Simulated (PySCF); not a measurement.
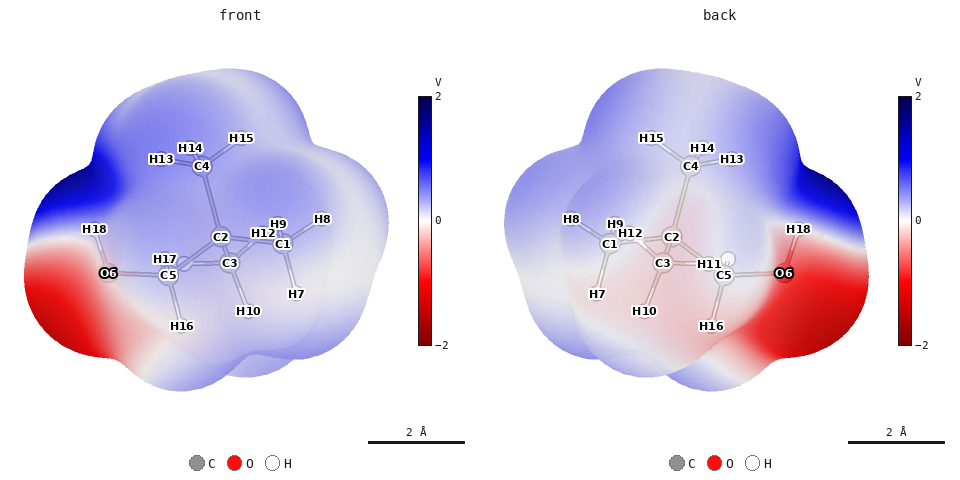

C₅H₁₂O (neopentyl alcohol). The electrostatic potential painted on the density surface at 0.001 e/bohr³, seen from the front and from behind; red is negative and blue positive.

Geometry: GFN2-xTB.

Computed with PySCF 2.14.0, PBE/pcSseg-1, SCF density, gas phase, non-relativistic.

```xyz
18

C    -0.8521    1.4323   -0.1024
C    -0.1401    0.0841    0.0186
C    -1.1281   -1.0559   -0.2324
C     0.4580   -0.0512    1.4230
C     0.9795    0.0276   -1.0409
O     1.7187   -1.1682   -1.0356
H    -1.2488    1.5678   -1.1060
H    -1.6778    1.4868    0.6033
H    -0.1655    2.2499    0.1073
H    -1.6441   -0.9096   -1.1784
H    -0.5997   -2.0054   -0.2771
H    -1.8687   -1.1035    0.5625
H     0.8675   -1.0475    1.5803
H     1.2463    0.6835    1.5804
H    -0.3126    0.1119    2.1731
H     0.5400    0.0891   -2.0395
H     1.6490    0.8912   -0.9072
H     2.1435   -1.2577   -0.1756
```

> Which sites attract a positive test charge, and which a negative one?

A positive charge is drawn to the negative regions and a negative charge to the positive ones. The most negative region (about −1.4 V) lies over O6, the most positive (about +1.6 V) over H18. O6 is the likeliest acceptor of a hydrogen bond.
